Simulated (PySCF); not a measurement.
Vertical excitations of a molecule C3H5BN2O from PySCF with TDA-B3LYP/def2-SVPD, as energy in eV (oscillator strength): 3.11 (0.000), 4.96 (0.001), 5.54 (0.250), 5.91 (0.004), 6.26 (0.002), 6.47 (0.007), 6.58 (0.033), 6.70 (0.001), 6.88 (0.000), 7.08 (0.000). Lowest triplet (TDA): 2.56 eV. Geometry optimised at PBE0-D3(BJ)/def2-SVP. One conformer was computed; it need not be the lowest.

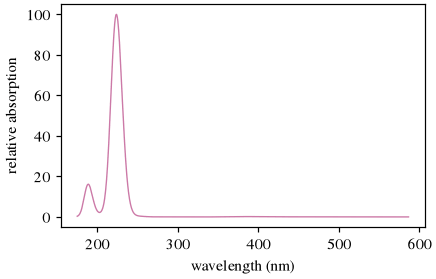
Figure: The lines broadened by 0.4 eV.

Task: Which structure fits?
(A) C=CB(N)N=C=O
(B) C#C/C=N/B(N)O
(C) COB1N=CC=N1
(D) CB(O)/C=N\C#N

Result: D, CB(O)/C=N\C#N
